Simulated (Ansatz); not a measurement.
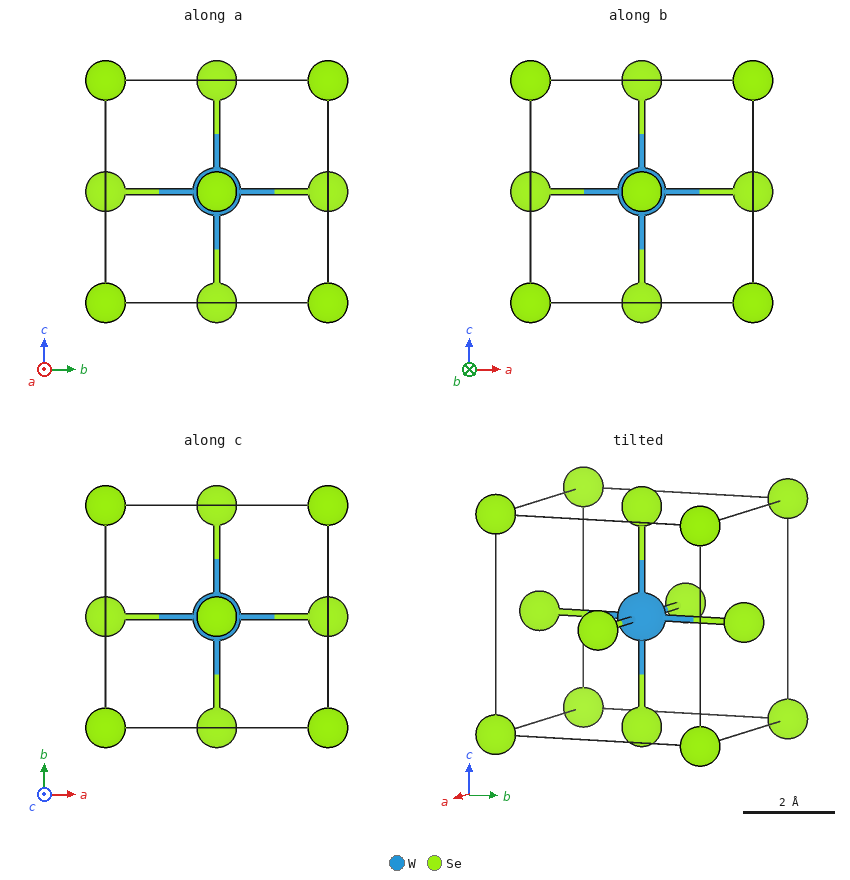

Crystal structure, ball-and-stick style, seen along the a axis, along the b axis, along the c axis and slightly off an axis. The frame is the conventional unit cell; atoms at its boundary are shown with their periodic copies.

Lattice parameters: a = 4.9075 Å, b = 4.9075 Å, c = 4.9075 Å, α = 90.000°, β = 90.000°, γ = 90.000°.

### Turn the picture into a CIF in P1 with every atom of the cell.

```cif
data_structure
_symmetry_space_group_name_H-M 'P 1'
_symmetry_Int_Tables_number 1
_cell_length_a 4.9075
_cell_length_b 4.9075
_cell_length_c 4.9075
_cell_angle_alpha 90.000
_cell_angle_beta 90.000
_cell_angle_gamma 90.000
_cell_volume 118.19
loop_
_atom_site_label
_atom_site_type_symbol
_atom_site_fract_x
_atom_site_fract_y
_atom_site_fract_z
_atom_site_occupancy
W1 W 0.5000 0.5000 0.5000 1
Se1 Se 0.0000 0.0000 0.0000 1
Se2 Se 0.0000 0.5000 0.5000 1
Se3 Se 0.5000 0.0000 0.5000 1
Se4 Se 0.5000 0.5000 0.0000 1
```

The structure was taken from a random cell made by a generator, so it need not be a real form of the compound. The picture shows the end point of a geometry optimisation with DFT PBE, scalar-relativistic, plane waves, PAW in Ansatz.
